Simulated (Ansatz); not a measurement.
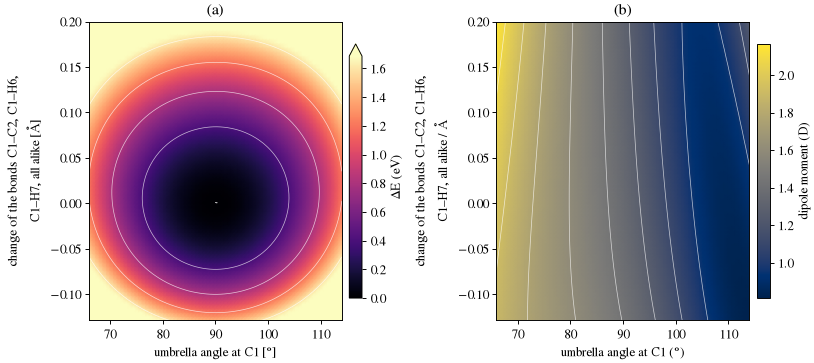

C₃H₅FSi, SMILES C=C1C[SiH]1F. 
- First axis: umbrella angle at C1 (between each of its bonds and their common axis; 90 is planar). Second axis: change of the bonds C1–C2, C1–H6, C1–H7, all alike.
- Nothing is relaxed (all other coordinates rigid).
- The scan uses an 11 × 11 grid.
- Points are written as (first, second).
- All energies are given in eV relative to the lowest grid point.
- All numbers below come from RKS r2SCAN-D4/def2-SVP in Ansatz 0.2.0.

Panel (a) is the energy and panel (b) the computed dipole moment on the same grid.

The picture shows a smooth colour map with a few white contour lines, one colour for all values above the top of the scale. Between grid points the surface is interpolated.

Question: How does the dipole moment vary over the map, and what is it at the lowest grid point?

Answer: Leaving out the highest fifth of the energies, it runs from 0.84 D at (114.0°, −0.064 Å) to 2.06 D at (66.0°, 0.101 Å). At the lowest grid point, (90.0°, 0.002 Å), it is 1.37 D.

| second ↓, first → | 66.0 | 70.8 | 75.6 | 80.4 | 85.2 | 90.0 | 94.8 | 99.6 | 104.4 | 109.2 | 114.0 |
| --- | --- | --- | --- | --- | --- | --- | --- | --- | --- | --- | --- |
| 0.200 | 2.17 | 1.94 | 1.75 | 1.60 | 1.47 | 1.32 | 1.16 | 1.00 | 0.92 | 0.99 | 1.24 |
| 0.167 | 2.13 | 1.92 | 1.74 | 1.60 | 1.47 | 1.33 | 1.17 | 1.01 | 0.91 | 0.96 | 1.17 |
| 0.134 | 2.10 | 1.89 | 1.73 | 1.59 | 1.47 | 1.33 | 1.18 | 1.02 | 0.90 | 0.92 | 1.11 |
| 0.101 | 2.06 | 1.87 | 1.72 | 1.59 | 1.47 | 1.34 | 1.19 | 1.03 | 0.90 | 0.90 | 1.05 |
| 0.068 | 2.03 | 1.85 | 1.71 | 1.59 | 1.48 | 1.35 | 1.20 | 1.04 | 0.91 | 0.88 | 1.00 |
| 0.035 | 2.00 | 1.84 | 1.70 | 1.59 | 1.48 | 1.36 | 1.21 | 1.06 | 0.91 | 0.86 | 0.95 |
| 0.002 | 1.97 | 1.82 | 1.69 | 1.59 | 1.48 | 1.37 | 1.23 | 1.07 | 0.93 | 0.85 | 0.91 |
| −0.031 | 1.95 | 1.81 | 1.69 | 1.59 | 1.49 | 1.38 | 1.25 | 1.09 | 0.94 | 0.84 | 0.87 |
| −0.064 | 1.93 | 1.79 | 1.69 | 1.59 | 1.50 | 1.40 | 1.27 | 1.12 | 0.96 | 0.85 | 0.84 |
| −0.096 | 1.91 | 1.79 | 1.69 | 1.60 | 1.51 | 1.41 | 1.29 | 1.14 | 0.98 | 0.86 | 0.82 |
| −0.129 | 1.89 | 1.78 | 1.69 | 1.61 | 1.53 | 1.44 | 1.32 | 1.17 | 1.01 | 0.87 | 0.81 |
